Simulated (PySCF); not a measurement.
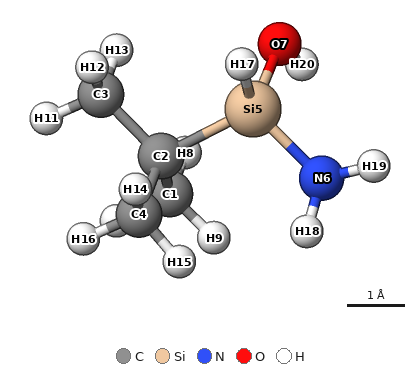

Fig. 1: The structure as given in the input (ball-and-stick view, seen at a tilt; atoms are numbered from 1 in the order of the input).

## NMR shielding calculation of C$_{4}$H$_{13}$NOSi

- system: C$_{4}$H$_{13}$NOSi
- method: GIAO PBE0/pcSseg-1 NMR shielding, non-relativistic, gas phase (PySCF 2.14.0)

The geometry comes from this level: PBE0-D3(BJ)/def2-SVP. It belongs to a series of runs on one base structure; here: constitutional isomer. Figures and captions count atoms from 1; the log counts them from 0 in places.

### Log
```
coarse grid: 16176 points
cycle   1  E = -579.1047607778  dE =  5.010e-01  |g| = 8.436e-01  |ddm| = 3.769e+00
cycle   2  E = -578.9722459331  dE =  1.325e-01  |g| = 1.190e+00  |ddm| = 1.682e+00
cycle   3  E = -579.2461578953  dE = -2.739e-01  |g| = 1.074e-01  |ddm| = 1.110e+00
cycle   4  E = -579.2480841772  dE = -1.926e-03  |g| = 4.515e-02  |ddm| = 1.143e-01
cycle   5  E = -579.2485124993  dE = -4.283e-04  |g| = 8.768e-03  |ddm| = 4.449e-02
cycle   6  E = -579.2485277942  dE = -1.529e-05  |g| = 3.027e-03  |ddm| = 1.017e-02
cycle   7  E = -579.2485297377  dE = -1.943e-06  |g| = 4.536e-04  |ddm| = 2.326e-03
final grid: 148800 points
cycle   8  E = -579.2977381084  dE = -4.423e-05  |g| = 1.142e-02  |ddm| = 3.557e-02
cycle   9  E = -579.2977118315  dE =  2.628e-05  |g| = 1.595e-02  |ddm| = 2.248e-02
cycle  10  E = -579.2977678180  dE = -5.599e-05  |g| = 1.416e-03  |ddm| = 1.350e-02
cycle  11  E = -579.2977682000  dE = -3.820e-07  |g| = 2.728e-04  |ddm| = 1.192e-03
cycle  12  E = -579.2977682134  dE = -1.344e-08  |g| = 8.028e-05  |ddm| = 2.890e-04
cycle  13  E = -579.2977682146  dE = -1.183e-09  |g| = 2.877e-05  |ddm| = 8.282e-05
cycle  14  E = -579.2977682148  dE = -1.794e-10  |g| = 3.148e-06  |ddm| = 2.456e-05
```

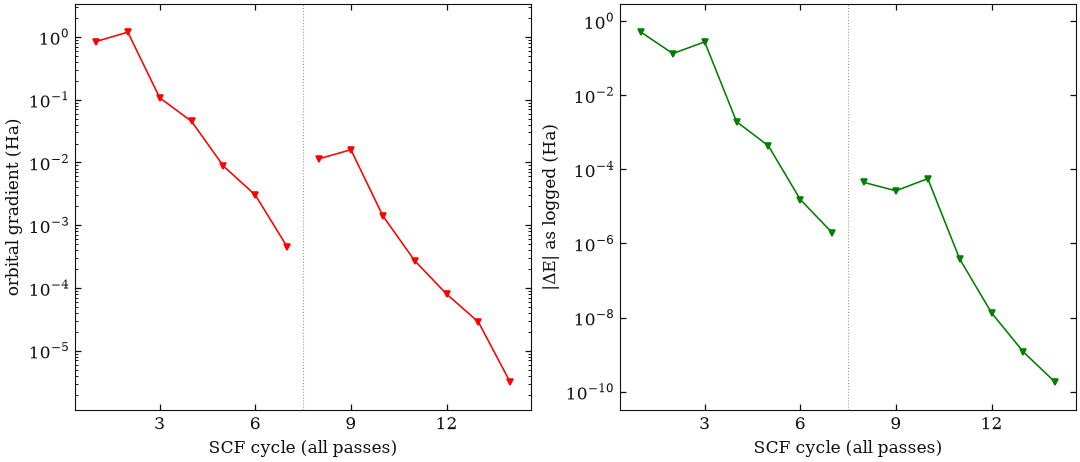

Fig. 2: Convergence of the self-consistent field: orbital gradient and size of the energy change against the SCF cycle. The dotted line marks the change from a coarse to the final integration grid. The first 7 cycles use a coarse grid, the final grid takes over at cycle 8, and the field converges after 14 cycles in all.

```
converged SCF energy = -579.2977682148

GIAO shielding tensors (ppm)
atom      isotropic    diamagn.    paramagn.     s11        s22        s33       span
  0 C      159.398     249.551     -90.153    144.784    148.686    184.724     39.940
  1 C      166.882     251.473     -84.591    163.421    167.603    169.621      6.200
  2 C      157.916     247.690     -89.774    143.008    146.402    184.339     41.330
  3 C      158.321     248.595     -90.274    141.458    148.611    184.893     43.434
  4 Si     358.783     880.565    -521.782    326.416    367.231    382.701     56.285
  5 N      240.872     320.366     -79.494    215.740    245.972    260.905     45.165
  6 O      292.100     389.882     -97.782    249.057    309.166    318.078     69.021
  7 H       30.329      32.725      -2.397     26.004     28.567     36.416     10.412
  8 H       30.269      32.893      -2.624     25.513     29.194     36.099     10.586
  9 H       30.601      31.923      -1.322     26.928     28.135     36.740      9.812
 10 H       30.656      30.689      -0.033     26.983     28.189     36.797      9.815
 11 H       30.360      30.660      -0.300     26.345     27.623     37.112     10.766
 12 H       29.944      30.620      -0.676     25.139     28.587     36.106     10.967
 13 H       30.328      31.253      -0.926     26.459     27.590     36.933     10.473
 14 H       30.729      32.468      -1.739     26.026     29.440     36.721     10.696
 15 H       30.533      31.217      -0.683     26.871     28.066     36.663      9.793
 16 H       26.619      30.292      -3.674     23.842     24.195     31.819      7.976
 17 H       30.762      33.775      -3.013     22.746     29.566     39.975     17.230
 18 H       30.670      29.757       0.914     23.521     25.956     42.533     19.011
 19 H       30.364      32.508      -2.144     22.865     25.727     42.501     19.636
```

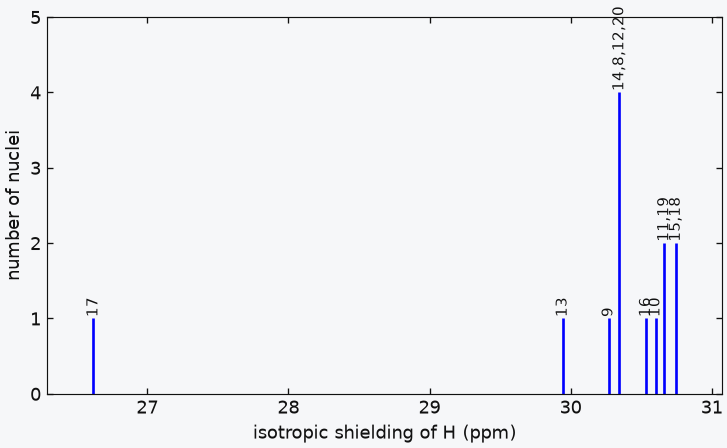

Fig. 3: Isotropic shieldings of the hydrogen nuclei in this fixed geometry, labelled by atom number; shielding grows to the right, so chemical shift grows to the left. The least shielded is H17 (26.6 ppm), the most shielded H18 (30.8 ppm).

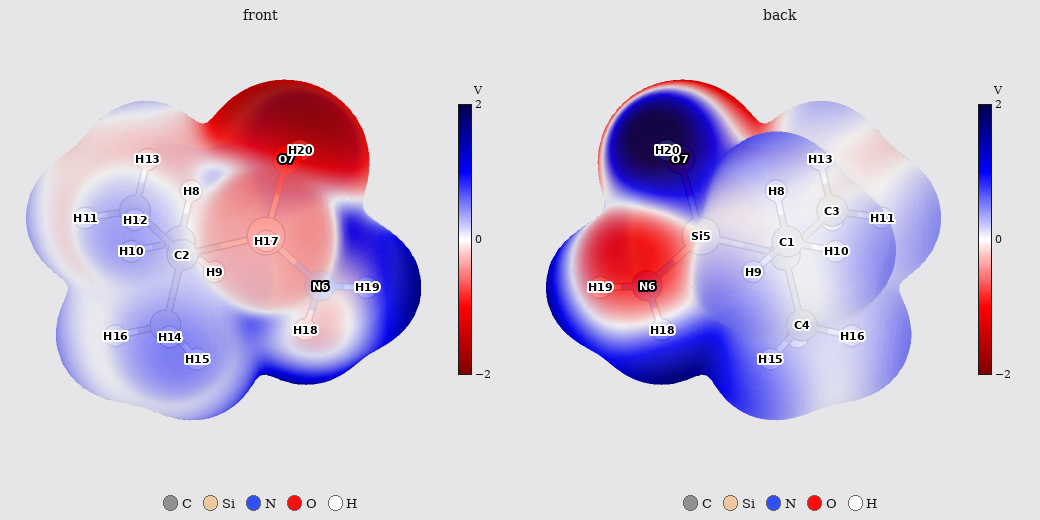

Fig. 4: The electrostatic potential painted on the density surface at 0.002 e/bohr³, seen face on and from behind; the colour scale runs from red (negative) to blue (positive). Its dipole moment is 2.13 D.

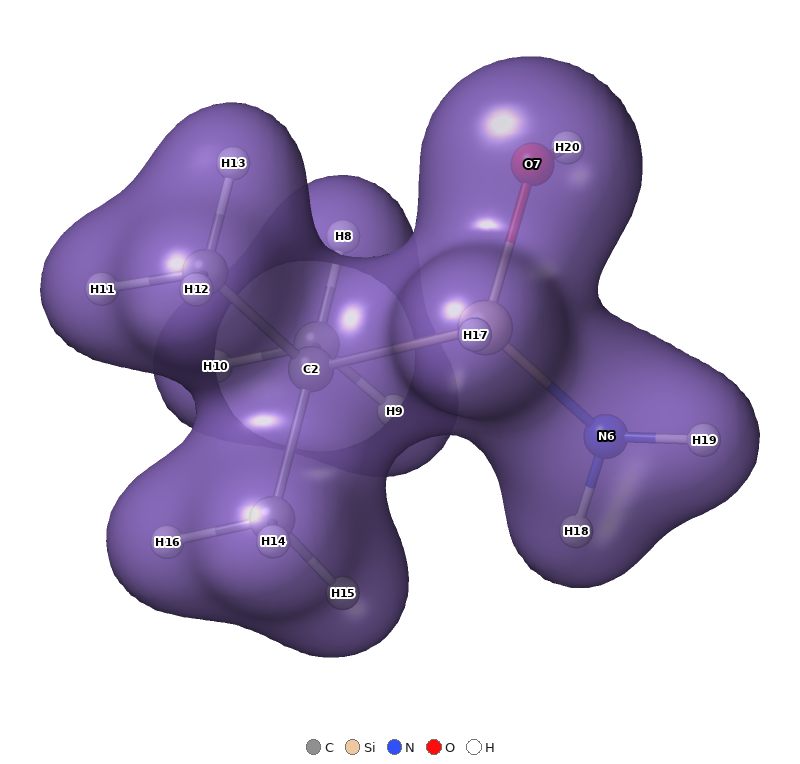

Fig. 5: Isosurface of the total electron density at 0.2 e/Å³ (purple), seen face on. At this value the surface is in one piece. On the grid the lowest density along these lines, outside the cores, is 1.6 e/Å³ (C–C, 1.53 Å), 0.93 e/Å³ (Si–O, 1.67 Å), 0.91 e/Å³ (Si–N, 1.73 Å) and 0.83 e/Å³ (C–Si, 1.90 Å).

The run was set up as follows.

### Input
```
{"job": {"kind": "nmr", "xc": "PBE0", "basis": "pcSseg-1"}, "charge": 0, "multiplicity": 1}
C     -0.767684    -0.156345    -1.281457
C     -0.709065     0.184586     0.209931
C     -1.589762     1.403634     0.499478
C     -1.184047    -1.006644     1.045807
Si     1.068003     0.644085     0.684556
N      2.072906    -0.727350     0.357179
O      1.637710     1.951452    -0.185851
H     -0.441013     0.695281    -1.900359
H     -0.124608    -1.014813    -1.531886
H     -1.799468    -0.407243    -1.585602
H     -2.634855     1.207741     0.200700
H     -1.593506     1.658003     1.571772
H     -1.241507     2.291844    -0.051168
H     -1.099646    -0.808772     2.127288
H     -0.613704    -1.924567     0.827758
H     -2.245148    -1.230426     0.835164
H      1.091767     1.140143     2.094302
H      1.677553    -1.658756     0.417505
H      3.043349    -0.734757     0.651354
H      1.907821     1.739104    -1.084543
```

The first line tells a small driver script what to run in PySCF; the rest is the geometry in Å.

Run as:
```bash
OMP_NUM_THREADS=1 python <driver script> task.json out
```

### Key numbers

| quantity | value |
| --- | --- |
| outcome | converged |
| total energy | −579.297768 hartree |
| HOMO | −7.34 eV |
| LUMO | 0.90 eV |
| dipole moment | 2.13 D |
| isotropic shielding, C | 157.9 to 166.9 ppm |
| isotropic shielding, Si | 358.8 ppm |
| isotropic shielding, N | 240.9 ppm |
| isotropic shielding, O | 292.1 ppm |
| isotropic shielding, H | 26.6 to 30.8 ppm |
| hardware | 1 CPU thread, shared host |
| wall time | 39 s |
| peak memory | 0.98 GiB |
